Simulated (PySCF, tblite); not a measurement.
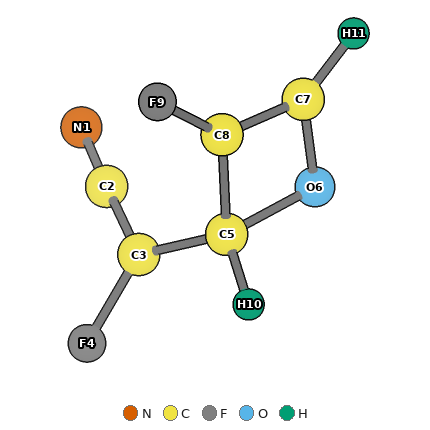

First-order isotropic EPR spectrum (fast tumbling, first derivative) of C₅H₂F₂NO, SMILES N#C[C](F)[C@H]1OC=C1F, doublet at 9.75 GHz, Lorentzian lines of 0.23 mT full width at half height, from computed g and hyperfine couplings (B3LYP/pcH-1 with PySCF 2.14.0, at a GFN2-xTB geometry (a minimum by its frequencies), gas phase); values of one conformer, averaged over methyl-type rotors alone; other conformers aren't averaged in; no vibrational averaging; dilute isotopes left out. The SMILES is one Lewis form and needn't show where the spin sits.

> Give g and the hyperfine couplings.

g_iso = 2.0038, which centres the spectrum at 347.6 mT; it spans 5.6 mT.

```
nuclei  isotope  a (mT)  a (MHz)
    F4      ¹⁹F    4.59    128.7
   H10       ¹H    0.36     10.2
    N1      ¹⁴N    0.29      8.0
    F9      ¹⁹F    0.05      1.5
   H11       ¹H   −0.04     −1.2
```

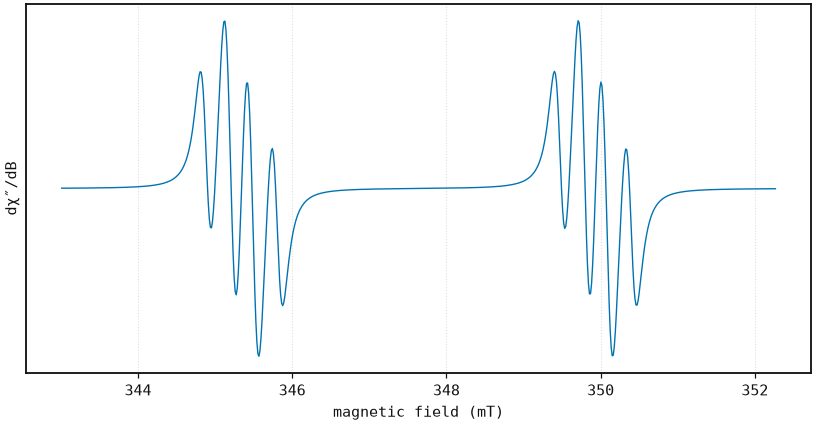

Caveats: the tight-binding geometry is rougher than a DFT one and adds to the error.
